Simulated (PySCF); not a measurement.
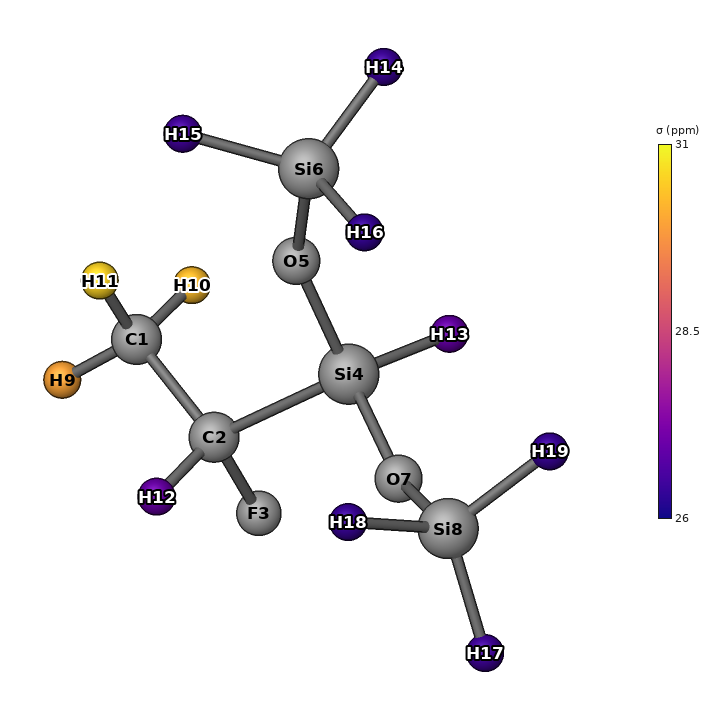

Atoms are coloured by their isotropic NMR shieldings (H only, the others grey). The geometry was computed by an optimisation with GFN2-xTB. No frequency run is at hand to confirm it as a minimum. Method: GIAO PBE0/pcSseg-1 NMR shielding, non-relativistic, gas phase (PySCF 2.14.0).

List the isotropic NMR shieldings of the H atoms.

```
atom  σ (ppm)
  H9    29.96
 H10    30.29
 H11    30.56
 H12    26.98
 H13    26.95
 H14    26.45
 H15    26.54
 H16    26.39
 H17    26.50
 H18    26.43
 H19    26.42
```

The geometry is semi-empirical. Around Si such bond lengths and angles can be off by a tenth of an ångström or more and by several degrees, and values that hang on the shape move with them.
